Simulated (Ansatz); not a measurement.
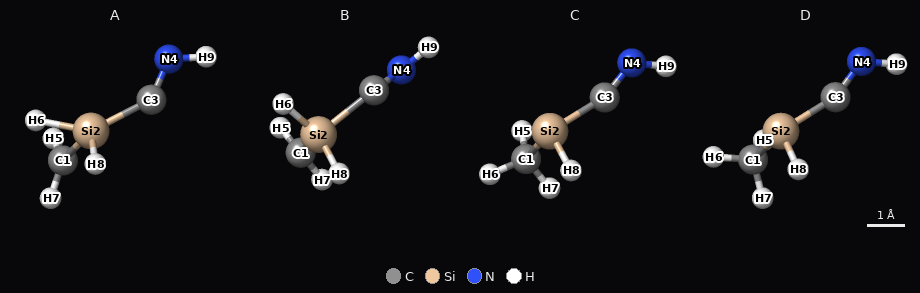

4 geometries from a converged minimum-energy path of C2H5NSi, shuffled. A ball-and-stick model, seen from a free direction.

Theory: UKS B3LYP/cc-pVDZ in Ansatz 0.2.0. Settings: 5 movable images; climbing image; force threshold 0.05 eV/Å; iteration limit 60; starting path through a guess of the saddle point.

Question: One of them is the converged climbing image. Which?

Answer: A. In order along the path, whose images run from 0 to 6: C (image 0, 0.0 kJ/mol), D (image 1, +3.3 kJ/mol), A (image 3, +276.6 kJ/mol), B (image 6, +136.4 kJ/mol). A hydrogen atom shifts from one atom to another. Breaking: C1–H6 (1.10 → 1.75 at the top → 2.79 Å). Forming: Si2–H6 (2.50 → 1.59 at the top → 1.49 Å).
